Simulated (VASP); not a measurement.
Band structure of CsSnI3 (cubic perovskite). Computed with vdW-DF2, VASP's PBE PAW potentials (set 64) (plane waves; VASP).

Unless said otherwise, spin-orbit coupling is left out, though it shifts the bands of the heavy elements here.

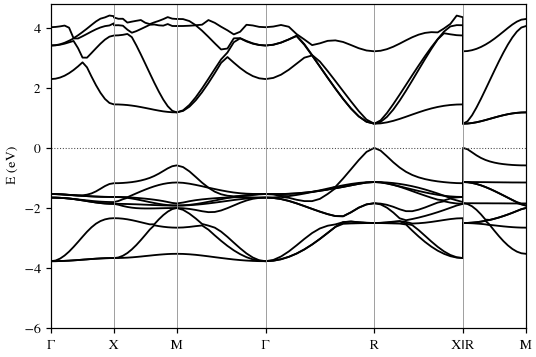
Figure. Bands along high-symmetry lines, zero at the valence-band maximum or, without a gap, the Fermi level

Q: Read the plot: is there a gap, and where are the band edges?

A: The gap is direct, 0.81 eV, from the valence maximum at R to the conduction minimum at R. (Edges off the drawn lines would not show.)

The compound is CsSnI3 in the cubic perovskite structure, the ideal cubic form; the compound distorts at low or room temperature. It was relaxed first, which changed the volume by +8 %.
